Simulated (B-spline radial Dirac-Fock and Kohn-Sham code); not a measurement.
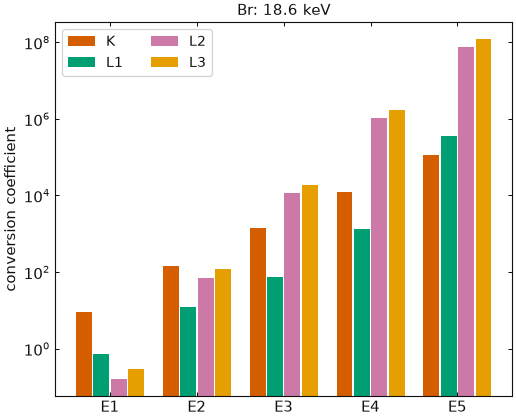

Internal conversion coefficients by shell for electric multipoles at a transition energy of 18.6 keV (K and L shells). The figure is for bromine (Z = 35). Computed with a B-spline radial atomic code: a Dirac–Hartree–Slater potential of the neutral atom, no hole, surface-current nucleus.

### Which of the shells shown converts most for E3?

L3, with α = 18800 out of 31600 for those shown.

### How does the sum of the shells shown change with multipole order?

From 10.4 for E1 to 1.92 × 10⁸ for E5.
